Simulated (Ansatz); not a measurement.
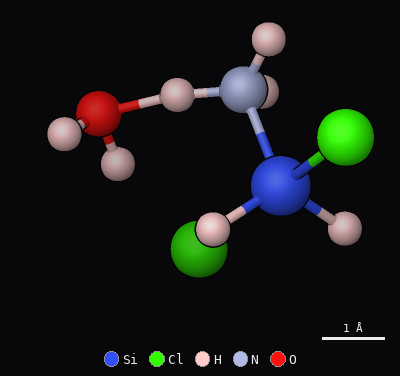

Starting structure of SiNH7OCl2 (started from a transition state, displaced along its imaginary mode). Style: ball-and-stick. Shown at a tilt.

These are results of RKS PBE0-D4/def2-TZVP in Ansatz 0.2.0, not measurements.

Input
```yaml
crystal:
  periodic: [false, false, false]
  atoms:
    - {symbol: Si, position_ang: [-1.256051, -0.541192, 0.075959]}
    - {symbol: Cl, position_ang: [1.032561, -1.936697, 0.483156]}
    - {symbol: H, position_ang: [-0.937365, -1.001907, -1.266656]}
    - {symbol: H, position_ang: [-1.605414, -1.460552, 1.151818]}
    - {symbol: Cl, position_ang: [-3.052533, 0.532741, -0.229025]}
    - {symbol: H, position_ang: [0.715593, 0.809934, -0.107590]}
    - {symbol: N, position_ang: [-0.135420, 0.839751, 0.557704]}
    - {symbol: H, position_ang: [1.848704, -0.398260, -0.425146]}
    - {symbol: O, position_ang: [1.900778, 0.510348, -0.737406]}
    - {symbol: H, position_ang: [-0.641315, 1.706543, 0.701908]}
    - {symbol: H, position_ang: [0.298734, 0.556673, 1.459352]}
    - {symbol: H, position_ang: [1.831526, 0.382619, -1.664074]}
basis:
  gaussian: {orbitals: def2-TZVP}
hamiltonian: {xc: pbe0, dispersion: d4}
relax: {f_tol: 0.005, max_steps: 200}
```

Command:
```bash
ansatz run in.yaml --threads 8 --pin off --events-out ev --progress --plain --max-ram 19148MiB
```

Predict the outcome.

The energy falls by 50.1 kJ/mol in 15 geometry steps. The largest force component goes from 1.9 to 0.0032 eV/Å. H12 moves most after the best rigid fit: 0.37 Å. Largest moves by element: H 0.37 Å, Cl 0.29 Å, O 0.24 Å, Si 0.22 Å, N 0.15 Å. Near-neighbour distances that change, for instance: Si1–Cl2 2.711 → 2.299 Å, H6–O9 1.375 → 1.762 Å, Cl2–H8 1.964 → 2.289 Å, Si1–Cl5 2.115 → 2.196 Å. Bond angles that change, for instance: Cl5–Si1–N7 100.0° → 88.5°, H6–N7–H10 120.3° → 111.0°, H3–Si1–Cl5 102.3° → 93.5°.

Final geometry:

```xyz
12

Si   -1.1453   -0.7258    0.1411
Cl    0.7876   -1.8703    0.6291
H    -0.9771   -1.0911   -1.2722
H    -1.8278   -1.4646    1.2113
Cl   -2.8542    0.5925   -0.2620
H     0.6083    0.9306    0.0229
N    -0.1728    0.7878    0.6988
H     1.9866   -0.4139   -0.6674
O     2.0244    0.5197   -0.9421
H    -0.7756    1.6060    0.7382
H     0.2594    0.6099    1.6024
H     2.0865    0.5192   -1.9001
```

After the run, drawn alike:

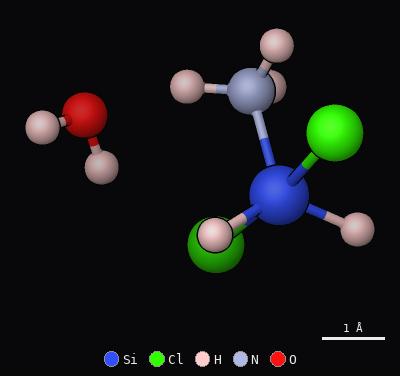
